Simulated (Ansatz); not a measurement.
SiH4O and related structures: several calculations on one system

**1. Relaxation**

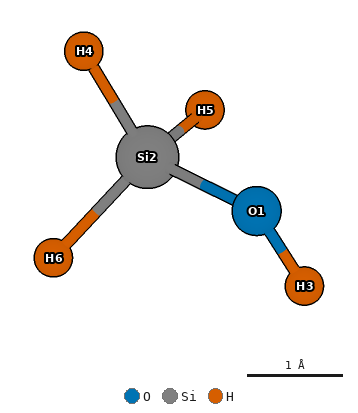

Starting structure of SiH4O. A ball-and-stick model, seen from a free direction.

It is one of the separated products of a reaction.

All numbers below come from RKS PBE0-D4/def2-TZVP in Ansatz 0.2.0.

The input:
```yaml
crystal:
  periodic: [false, false, false]
  atoms:
    - {symbol: O, position_ang: [0.523855, -0.118189, -1.175715]}
    - {symbol: Si, position_ang: [0.670161, -1.617254, -1.852813]}
    - {symbol: H, position_ang: [-0.196997, 0.456780, -1.471166]}
    - {symbol: H, position_ang: [1.920242, -2.188536, -1.299514]}
    - {symbol: H, position_ang: [-0.480944, -2.489654, -1.501984]}
    - {symbol: H, position_ang: [0.765667, -1.527560, -3.334331]}
basis:
  gaussian: {orbitals: def2-TZVP}
hamiltonian: {xc: pbe0, dispersion: d4}
relax: {f_tol: 0.005, max_steps: 200}
```

Launched with:
```bash
ansatz run in.yaml --threads 4 --pin off --events-out ev --progress --plain --max-ram 66560MiB --backend cpu
```

> What does the optimiser find from here?

The energy falls by 0.44 kJ/mol in 5 geometry steps. The largest force component goes from 0.41 to 0.0001 eV/Å. The forces were under the threshold at step 3, but the run went on from there. H3 moves most after the best rigid fit: 0.043 Å. Largest moves by element: H 0.043 Å, O 0.027 Å, Si 0.012 Å. Among the contacts that change: O1–H3 0.968 → 0.958 Å.

Step by step:

```json
{"step": "0", "E − E(0), kJ/mol": "0.00", "largest force component, eV/Å": "0.4087"}
{"step": "1", "E − E(0), kJ/mol": "-0.38", "largest force component, eV/Å": "0.0977"}
{"step": "2", "E − E(0), kJ/mol": "-0.42", "largest force component, eV/Å": "0.0272"}
{"step": "3", "E − E(0), kJ/mol": "-0.44", "largest force component, eV/Å": "0.0032"}
{"step": "4", "E − E(0), kJ/mol": "-0.44", "largest force component, eV/Å": "0.0108"}
{"step": "5", "E − E(0), kJ/mol": "-0.44", "largest force component, eV/Å": "0.0001"}
```

The structure at the end:

```xyz
6

O     0.5401   -0.1045   -1.1927
Si    0.6758   -1.6069   -1.8557
H    -0.2144    0.4290   -1.4438
H     1.9167   -2.1878   -1.2950
H    -0.4879   -2.4683   -1.5080
H     0.7718   -1.5458   -3.3403
```

**2. Relaxation**

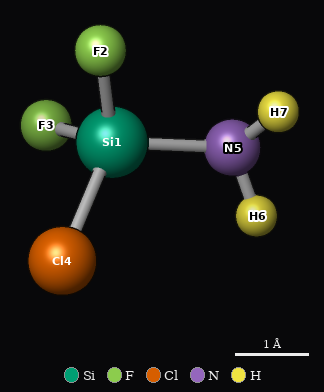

SiNH$_{2}$ClF$_{2}$, before the relaxation. The picture is a ball-and-stick view, seen at a tilt.

It is one of the separated products of a reaction.

The calculation used RKS PBE0-D4/def2-TZVP (Ansatz).

Input
```yaml
crystal:
  periodic: [false, false, false]
  atoms:
    - {symbol: Si, position_ang: [-0.501018, 0.053188, 1.871414]}
    - {symbol: F, position_ang: [-1.108713, 0.487730, 3.260526]}
    - {symbol: F, position_ang: [-1.676648, -0.533842, 1.009742]}
    - {symbol: Cl, position_ang: [0.851198, -1.413299, 2.165530]}
    - {symbol: N, position_ang: [0.132631, 1.474249, 1.154886]}
    - {symbol: H, position_ang: [0.916777, 1.303719, 0.533378]}
    - {symbol: H, position_ang: [0.337458, 2.228782, 1.796666]}
basis:
  gaussian: {orbitals: def2-TZVP}
hamiltonian: {xc: pbe0, dispersion: d4}
relax: {f_tol: 0.005, max_steps: 200}
```

Command:
```bash
ansatz run in.yaml --threads 4 --pin off --events-out ev --progress --plain --max-ram 66560MiB --backend cuda --devices 0, --max-vram 37GiB
```

Q: Predict the outcome.

A: The energy falls by 0.060 eV in 20 accepted moves (25 points after the start). Largest force component: 1.1 eV/Å at the start, 0.0018 eV/Å at the end. The line search rejected the trial steps at points 4, 9, 11, 16, 18 of the run. The forces were under the threshold at step 17, but the run went on from there. H6 moves most after the best rigid fit: 0.52 Å. By element the largest moves are H 0.52 Å, F 0.21 Å, Cl 0.21 Å, N 0.11 Å, Si 0.05 Å. Near-neighbour distances that change, for instance: Si1–N5 1.713 → 1.677 Å, Si1–Cl4 2.016 → 2.031 Å, N5–H6 1.015 → 1.006 Å, Si1–F3 1.571 → 1.577 Å. Among the angles between lasting bonds that change: Si1–N5–H6 113.7° → 121.1°, Si1–N5–H7 115.4° → 121.1°, F2–Si1–Cl4 109.3° → 106.4°. Groups turn about Si1–N5 by about 35°. The run took about 50 s of wall time on a shared GPU.

History of the run:

```
step  E − E(0), eV  largest force component, eV/Å      note
   0        0.0000                         1.0542          
   1       -0.0228                         0.5901          
   2       -0.0411                         0.2667          
   3       -0.0483                         0.2069          
   4       -0.0416                         0.4383  rejected
   5       -0.0527                         0.3191          
   6       -0.0555                         0.0357          
   7       -0.0558                         0.0144          
   8       -0.0561                         0.0137          
   9       -0.0401                         0.7689  rejected
  10       -0.0565                         0.0215          
  11       -0.0552                         0.3026  rejected
  12       -0.0570                         0.0449          
  13       -0.0576                         0.1126          
  14       -0.0580                         0.0912          
  15       -0.0589                         0.0090          
  16       -0.0559                         0.4228  rejected
  17       -0.0590                         0.0048          
  18       -0.0589                         0.1413  rejected
  19       -0.0593                         0.0128          
  20       -0.0595                         0.0374          
  21       -0.0595                         0.0300          
  22       -0.0596                         0.0194          
  23       -0.0596                         0.0038          
  24       -0.0596                         0.0039          
  25       -0.0596                         0.0018
```

The structure at the end:

```xyz
7

Si   -0.4782    0.0643    1.9093
F    -1.2225    0.4366    3.2484
F    -1.5082   -0.5389    0.8793
Cl    0.8140   -1.4327    2.3700
N     0.1841    1.4593    1.2552
H     0.4892    1.4898    0.2968
H     0.6734    2.1222    1.8331
```

After the run, drawn alike:

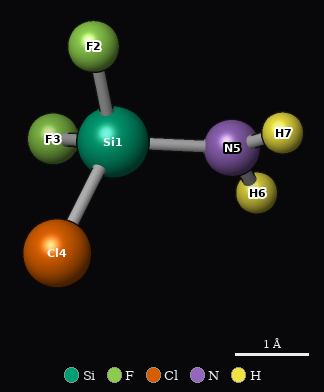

**3. Reaction**

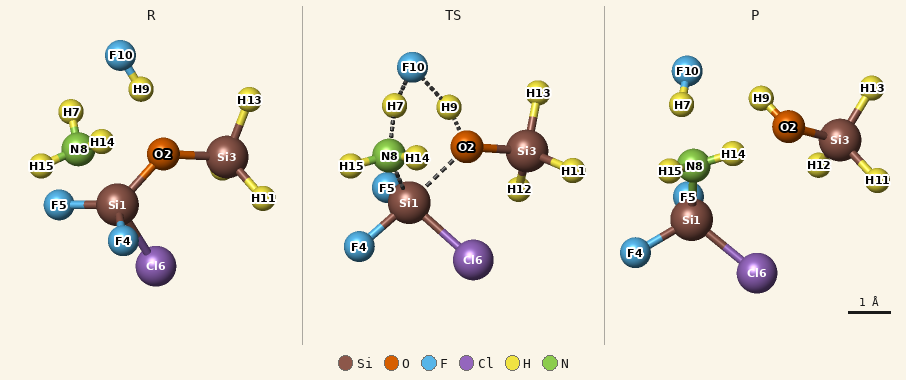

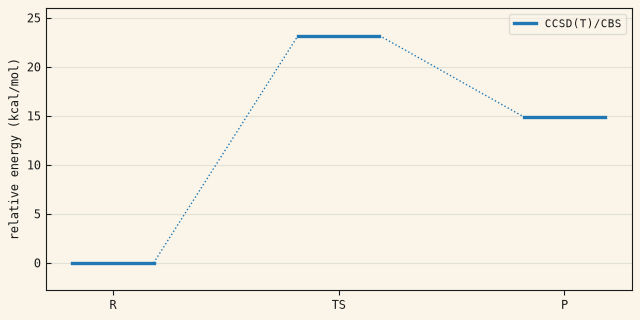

A reaction step of Si₂NH₇OClF₃, with its energy diagram. The picture is a ball-and-stick view, seen at a tilt. Dashed sticks mark bonds that form or break.

Stationary points at PBE0-D4/def2-TZVP, single-point energies with CCSD(T)/CBS (def2-TZVPP where no basis is named; Ansatz 0.2.0). The energies are electronic, without zero-point or thermal terms, and both ends are the minima reached downhill from the saddle, with any fragments still in contact. CCSD(T)/CBS stands for a frozen-core estimate: MP2 correlation extrapolated from def2-TZVPP and def2-QZVPP, CCSD(T) minus MP2 from the smaller set.

### What happens, and what does it cost?

Counted by bonded pieces, R holds HF + NH₃ + Si₂H₃ClOF₂ and P holds HF + SiH₂NClF₂ + SiH₄O. From R over the saddle to P, bonds form: Si1–N8 (2.02 → 1.81 → 1.71 Å), O2–H9 (1.63 → 1.04 → 0.97 Å), H7–F10 (2.00 → 1.15 → 0.96 Å). Bonds break: Si1–O2 (1.66 → 1.94 → 3.22 Å), H7–N8 (1.02 → 1.27 → 1.70 Å), H9–F10 (0.95 → 1.39 → 1.91 Å). The saddle has one imaginary mode, 464i cm⁻¹. With CCSD(T)/CBS the barrier is 23.2 kcal/mol from R and 8.3 kcal/mol from P, and P lies 14.9 kcal/mol above R.
